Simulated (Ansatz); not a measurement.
```yaml
atoms:
  - { symbol: Sn, position_ang: [-0.3815, 0.0000, -0.5922] }
  - { symbol: Cl, position_ang: [-0.1343, -0.0002, 3.4999] }
  - { symbol: H, position_ang: [1.1585, 0.0001, 0.1807] }
  - { symbol: H, position_ang: [-0.7531, 1.4516, -1.4515] }
  - { symbol: H, position_ang: [-0.7530, -1.4517, -1.4514] }
  - { symbol: F, position_ang: [-1.7204, 0.0001, 0.8978] }
  - { symbol: H, position_ang: [-0.9892, 0.0001, 2.4903] }
```

Core potentials replace the inner electrons of Sn.

Method: Ansatz 0.2.0, RKS BLYP/def2-SVP.

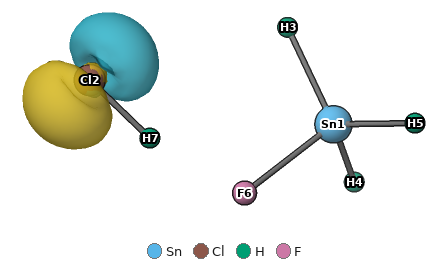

FH$_{3}$Sn···HCl. The HOMO−1 at ±0.3 Å⁻³ᐟ² (yellow and cyan are the two phases), seen at an oblique angle.

**Describe this orbital and give its energy.**

Its weight (Hirshfeld) is mainly on Cl2 (about 95 %); largely a lone pair of Cl2. Its energy is −6.48 eV.
